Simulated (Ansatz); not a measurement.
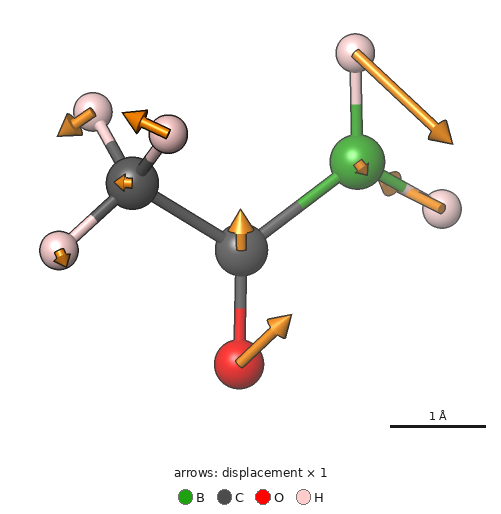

A relaxation of C$_{2}$H$_{5}$BO. The starting structure is drawn; orange arrows show the displacements, at their true length. The two geometries are superimposed by the best rigid fit.

Style: ball-and-stick. Shown at a tilt.

Theory: RKS PBE0-D4/def2-TZVP (Ansatz 0.2.0). Settings: force threshold 0.005 eV/Å; at most 200 steps.

**What happened in the run?**

An H atom moves most after the best rigid fit: 1.50 Å. Largest moves by element: H 1.50 Å, O 0.82 Å, C 0.46 Å, B 0.19 Å. Among the contacts that change: B–O 2.488 → 1.752 Å, B–C 1.606 → 1.522 Å, C–C 1.513 → 1.468 Å, B–H 1.165 → 1.194 Å. Among the angles between lasting bonds that change: B–C–O 123.0° → 78.0°, B–C–C 116.6° → 156.2°, C–C–O 120.4° → 125.8°. Groups turn about B–C by about 90°. Over 19 accepted moves (20 points after the start) the energy falls by 41.1 kJ/mol. Largest force component: 0.62 eV/Å at the start, 0.0012 eV/Å at the end. The line search rejected the trial step at point 17 of the run.
